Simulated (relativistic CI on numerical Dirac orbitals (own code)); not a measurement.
## Relativistic CI calculation, with input and output: Ge⁷⁺

- system: Ge⁷⁺.
- method: Dirac-Coulomb-Breit CI, KLI orbitals optimised for each configuration, model QED (radiative potential, 1s self-energy scaled to tabulated hydrogen-like ionisation energies) (relativistic CI on numerical Dirac orbitals, in-house)

**Input**
```
atom Ge  Z=32  charge=7  electrons=25
nucleus A=74  rms_radius_fm=4.0742
hamiltonian dirac-coulomb  breit=on  qed=on  c_scale=1
orbitals kli  potential=per-configuration
slater_scale 1
correlation none
mixing on
configurations
  [Ar] 3d7
  [Ne] 3s2 3p5 3d8
  [Ar] 3d6 4s
end
```

The program writes its results to a structured record and prints no log; tables and figures of this report are taken from that record.

**The lowest 20 levels**

```tsv
Configuration	Level	E (eV)	LS purity (%)	Landé g	Lifetime (s; – stable or not computed)
3d⁷	⁴F₉/₂	0	99	1.331	–
3d⁷	⁴F₇/₂	0.4270	100	1.237	7.3×10⁻¹
3d⁷	⁴F₅/₂	0.7197	99	1.029	1.3×10⁰
3d⁷	⁴F₃/₂	0.9129	99	0.402	4.1×10⁰
3d⁷	⁴P₅/₂	4.099	99	1.596	1.3×10⁰
3d⁷	²G₉/₂	4.107	93	1.101	7.1×10⁻²
3d⁷	⁴P₃/₂	4.146	87	1.679	2.6×10⁰
3d⁷	⁴P₁/₂	4.388	95	2.571	1.9×10⁰
3d⁷	²G₇/₂	4.520	100	0.889	1.3×10⁻¹
3d⁷	²P₃/₂	5.436	65	1.252	5.9×10⁻²
3d⁷	²H₁₁/₂	5.451	100	1.090	1.0×10⁰
3d⁷	²H₉/₂	5.849	94	0.920	1.6×10⁻¹
3d⁷	²P₁/₂	5.867	95	0.764	1.4×10⁻¹
3d⁷	²D₅/₂	5.959	98	1.203	3.3×10⁻²
3d⁷	²D₃/₂	6.652	75	0.930	2.8×10⁻²
3d⁷	²F₅/₂	9.320	99	0.858	1.1×10⁻¹
3d⁷	²F₇/₂	9.482	100	1.142	7.0×10⁻²
3d⁷	²D₃/₂	14.51	100	0.799	1.1×10⁻²
3d⁷	²D₅/₂	14.71	99	1.198	8.7×10⁻³
3d⁶ 4s	⁶D₉/₂	60.24	99	1.554	8.3×10⁻⁴
```

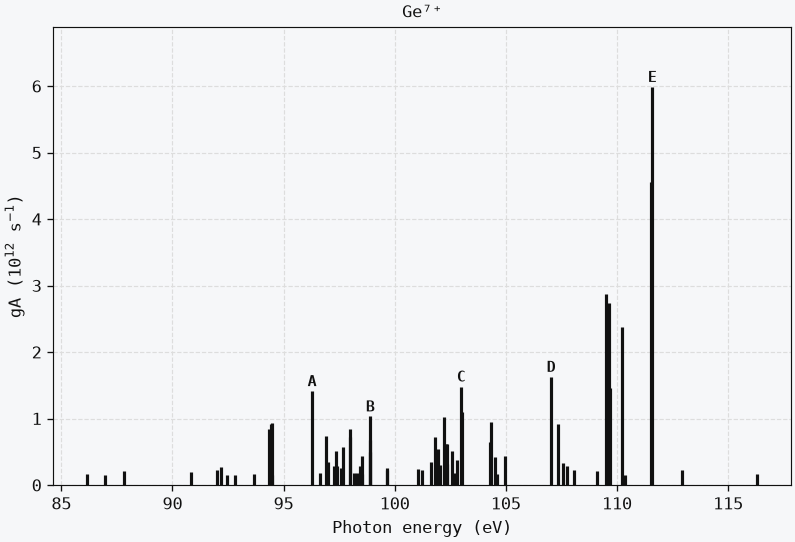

Fig. 1: The stronger electric dipole lines (weighted rates gA) for Ge⁷⁺. A: 3p⁵ 3d⁸ [(3p₃/₂)³ (3d₅/₂)⁴] J = 9/2 → 3p⁶ 3d⁷ ⁴F₉/₂, 96.28 eV, gA = 1.4×10¹² s⁻¹; B: 3p⁵ 3d⁸ ²F°₇/₂ → 3p⁶ 3d⁷ ²F₇/₂, 98.90 eV, gA = 1.0×10¹² s⁻¹; C: 3p⁵ 3d⁸ ⁴D°₇/₂ → 3p⁶ 3d⁷ ⁴F₉/₂, 103.0 eV, gA = 1.5×10¹² s⁻¹; D: 3p⁵ 3d⁸ ²P°₃/₂ → 3p⁶ 3d⁷ ²D₅/₂, 107.0 eV, gA = 1.6×10¹² s⁻¹; E: 3p⁵ 3d⁸ ²G°₉/₂ → 3p⁶ 3d⁷ ²H₁₁/₂, 111.6 eV, gA = 6.0×10¹² s⁻¹. The strongest, E, lies in the extreme ultraviolet region.

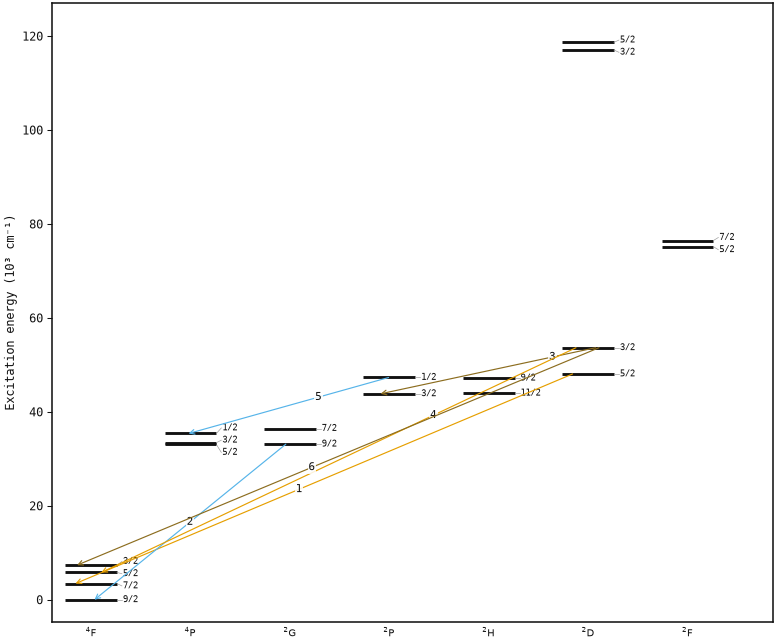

Fig. 2: Levels of Ge⁷⁺ with 6 numbered transitions. Rates are at computed energies.

```
No.      Upper      Lower  Type  λ (vacuum)  A (s⁻¹)
  1  3d⁷ ²D₅/₂  3d⁷ ⁴F₇/₂    M1    224.1 nm       24
  2  3d⁷ ²G₉/₂  3d⁷ ⁴F₉/₂    M1    301.9 nm       11
  3  3d⁷ ²D₃/₂  3d⁷ ²P₃/₂    M1     1020 nm      5.7
  4  3d⁷ ²D₃/₂  3d⁷ ⁴F₅/₂    M1    209.0 nm       18
  5  3d⁷ ²P₁/₂  3d⁷ ⁴P₁/₂    M1    838.5 nm      6.4
  6  3d⁷ ²D₃/₂  3d⁷ ⁴F₃/₂    M1    216.0 nm      8.3
```

Line 1 has the largest rate; it falls in the ultraviolet region.

**Key numbers**

| quantity | value |
| --- | --- |
| outcome | converged |
| lowest level | 3p⁶ 3d⁷ ⁴F₉/₂ |
| first excited level | 3p⁶ 3d⁷ ⁴F₇/₂, 3,444 cm⁻¹ |
| levels computed | 127 |
| SCF iterations | 26 |
| hardware | 1 CPU thread, shared host |

**Remarks**

Limits: configurations can be misplaced by up to about 7 % of their energy; only a limited list of configurations is included, so lower levels can be missing.
